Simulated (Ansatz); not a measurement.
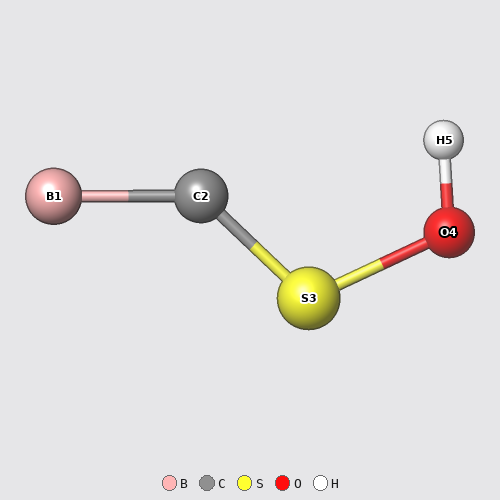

The system is CHBOS, SMILES B#CSO; the picture shows the reference structure. Coordinates scanned: (1) bond length B1–C2; (2) bond length C2–S3. Nothing is relaxed (all other coordinates rigid). Grid: 15 × 15 points. Energies are in eV, from the relaxed molecule at the same level. The calculation used RHF/def2-TZVP (Ansatz 0.2.0).

Its coordinates:

```xyz
5

B     0.4969   -1.7970    1.5888
C     0.2792   -0.6358    0.6383
S    -0.7668   -0.2416   -0.4007
O    -0.4075    1.1551   -1.0862
H     0.3982    1.5192   -0.7401
```

Range: bond length B1–C2 from 1.304 to 2.123 Å; bond length C2–S3 from 1.312 to 2.137 Å.

What landscape does the calculation give?

The lowest grid point is at bond length B1–C2 = 1.538 Å, bond length C2–S3 = 1.548 Å, 0.018 eV from the relaxed molecule at the same level. No other kind of well shows on this grid. The highest grid point, bond length B1–C2 = 2.123 Å, bond length C2–S3 = 2.137 Å, lies 4.87 eV above the lowest. Round the minimum the two coordinates are nearly uncoupled.

| bond length C2–S3 ↓, bond length B1–C2 → | 1.304 | 1.363 | 1.421 | 1.479 | 1.538 | 1.596 | 1.655 | 1.713 | 1.772 | 1.830 | 1.889 | 1.947 | 2.006 | 2.064 | 2.123 |
| --- | --- | --- | --- | --- | --- | --- | --- | --- | --- | --- | --- | --- | --- | --- | --- |
| 2.137 | 4.54 | 4.04 | 3.68 | 3.48 | 3.40 | 3.40 | 3.48 | 3.59 | 3.74 | 3.91 | 4.10 | 4.29 | 4.49 | 4.69 | 4.89 |
| 2.078 | 4.19 | 3.66 | 3.31 | 3.11 | 3.04 | 3.05 | 3.13 | 3.25 | 3.40 | 3.58 | 3.77 | 3.96 | 4.17 | 4.37 | 4.57 |
| 2.019 | 3.81 | 3.27 | 2.92 | 2.73 | 2.66 | 2.68 | 2.76 | 2.89 | 3.05 | 3.23 | 3.42 | 3.62 | 3.83 | 4.03 | 4.23 |
| 1.960 | 3.41 | 2.86 | 2.52 | 2.34 | 2.27 | 2.30 | 2.38 | 2.51 | 2.68 | 2.86 | 3.06 | 3.27 | 3.48 | 3.68 | 3.89 |
| 1.901 | 2.99 | 2.44 | 2.11 | 1.93 | 1.88 | 1.90 | 2.00 | 2.13 | 2.31 | 2.49 | 2.70 | 2.91 | 3.12 | 3.33 | 3.55 |
| 1.842 | 2.55 | 2.01 | 1.69 | 1.53 | 1.48 | 1.51 | 1.61 | 1.75 | 1.93 | 2.12 | 2.33 | 2.55 | 2.77 | 2.98 | 3.20 |
| 1.783 | 2.13 | 1.60 | 1.29 | 1.13 | 1.08 | 1.13 | 1.23 | 1.38 | 1.56 | 1.76 | 1.98 | 2.20 | 2.42 | 2.64 | 2.86 |
| 1.725 | 1.74 | 1.22 | 0.91 | 0.76 | 0.72 | 0.77 | 0.89 | 1.04 | 1.23 | 1.43 | 1.65 | 1.88 | 2.11 | 2.33 | 2.55 |
| 1.666 | 1.38 | 0.87 | 0.58 | 0.43 | 0.40 | 0.46 | 0.58 | 0.74 | 0.93 | 1.14 | 1.37 | 1.59 | 1.83 | 2.06 | 2.29 |
| 1.607 | 1.10 | 0.60 | 0.31 | 0.18 | 0.15 | 0.22 | 0.34 | 0.51 | 0.70 | 0.92 | 1.15 | 1.38 | 1.62 | 1.85 | 2.09 |
| 1.548 | 0.94 | 0.44 | 0.16 | 0.03 | 0.02 | 0.09 | 0.22 | 0.39 | 0.59 | 0.81 | 1.04 | 1.28 | 1.52 | 1.76 | 2.00 |
| 1.489 | 0.94 | 0.45 | 0.18 | 0.06 | 0.05 | 0.12 | 0.26 | 0.43 | 0.64 | 0.86 | 1.10 | 1.34 | 1.59 | 1.83 | 2.07 |
| 1.430 | 1.18 | 0.70 | 0.43 | 0.32 | 0.31 | 0.39 | 0.53 | 0.71 | 0.92 | 1.15 | 1.39 | 1.63 | 1.88 | 2.13 | 2.37 |
| 1.371 | 1.74 | 1.28 | 1.02 | 0.90 | 0.90 | 0.99 | 1.13 | 1.31 | 1.53 | 1.76 | 2.00 | 2.25 | 2.50 | 2.75 | 2.99 |
| 1.312 | 2.76 | 2.30 | 2.04 | 1.94 | 1.94 | 2.03 | 2.17 | 2.36 | 2.58 | 2.81 | 3.06 | 3.30 | 3.56 | 3.81 | 4.06 |

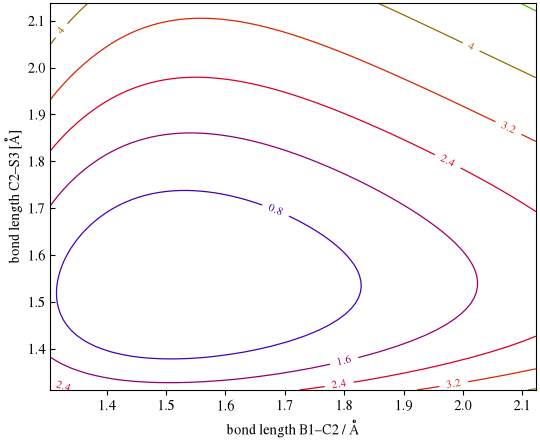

In the figure: contour lines labelled in eV. Between grid points the surface is interpolated.

Time for the 225 points that were run: 24 min on 1 thread of Arm Neoverse N1 (shared host).
